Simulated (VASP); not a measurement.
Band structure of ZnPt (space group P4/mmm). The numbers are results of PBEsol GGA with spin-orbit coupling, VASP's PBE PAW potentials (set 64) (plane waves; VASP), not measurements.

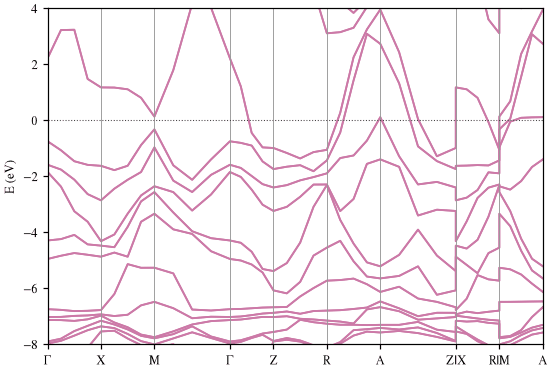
*Bands along high-symmetry lines, zero at the valence-band maximum or, without a gap, the Fermi level*

Task: Read the plot: is there a gap, and where are the band edges?

Result: It has no gap at this level: it comes out as a metal or semimetal.

The structure comes from a measured ZnPt entry (P4/mmm) of the Crystallography Open Database, whose conditions weren't checked. It was relaxed first.
